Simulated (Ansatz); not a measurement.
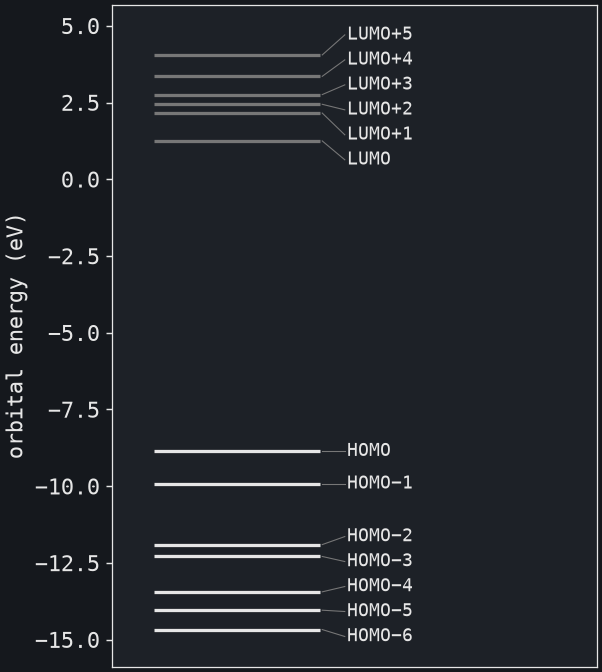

C₄H₄OS, SMILES O=C1CC=CS1. Kohn-Sham orbital energies near the frontier, ωB97M-V/def2-TZVPP in the Ansatz code, at a PBE0-D4/def2-TZVP geometry (no frequency check), isolated molecule; empty levels in grey, levels within 0.03 eV side by side.

Question: Where do the frontier orbitals lie?

Answer: HOMO at −8.86 eV, LUMO at 1.25 eV, 10.11 eV apart.

Question: How far below the HOMO does the next level lie?

Answer: 1.06 eV.

Question: List the levels.

Answer:
```
orbital  energy (eV)
 LUMO+5         4.05
 LUMO+4         3.36
 LUMO+3         2.76
 LUMO+2         2.44
 LUMO+1         2.16
   LUMO         1.25
   HOMO        −8.86
 HOMO−1        −9.92
 HOMO−2       −11.90
 HOMO−3       −12.29
 HOMO−4       −13.44
 HOMO−5       −14.04
 HOMO−6       −14.67
```

Note: empty levels above zero depend strongly on the basis.
